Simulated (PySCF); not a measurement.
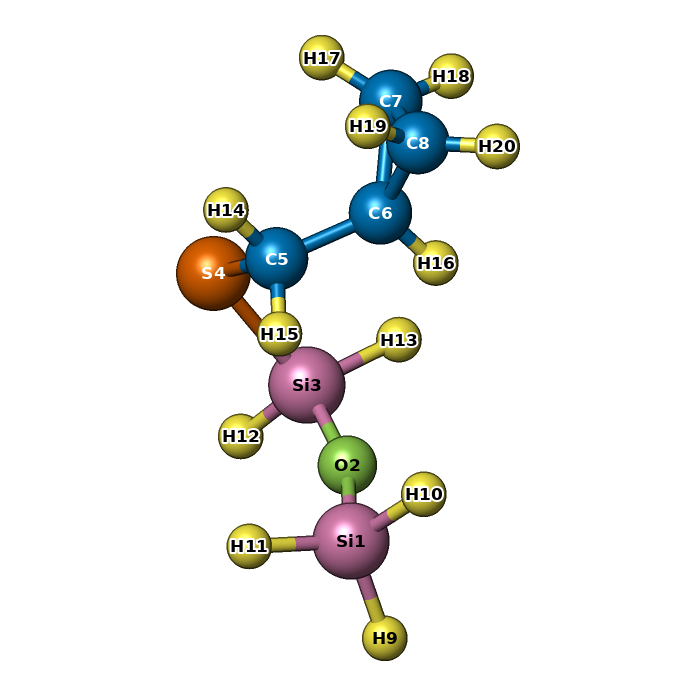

Every bond is drawn as one stick. Computed geometry: GFN2-xTB optimisation. No frequency run is at hand to confirm it as a minimum. Computed with PBE0/pcSseg-1 (PySCF 2.14.0).

List the Mayer bond orders of Si1–O2, O2–Si3, Si3–S4, S4–C5, C5–C6, C6–C7, C6–C8, C7–C8 (bonds between heavy atoms, one of each equivalent set).

```csv
bond,Mayer order,length (Å)
Si1–O2,0.90,1.624
O2–Si3,0.93,1.614
Si3–S4,0.98,2.139
S4–C5,1.01,1.837
C5–C6,1.00,1.499
C6–C7,0.94,1.499
C6–C8,0.95,1.502
C7–C8,0.97,1.497
```

The geometry is semi-empirical. Around Si such bond lengths and angles can be off by a tenth of an ångström or more and by several degrees, and values that hang on the shape move with them.
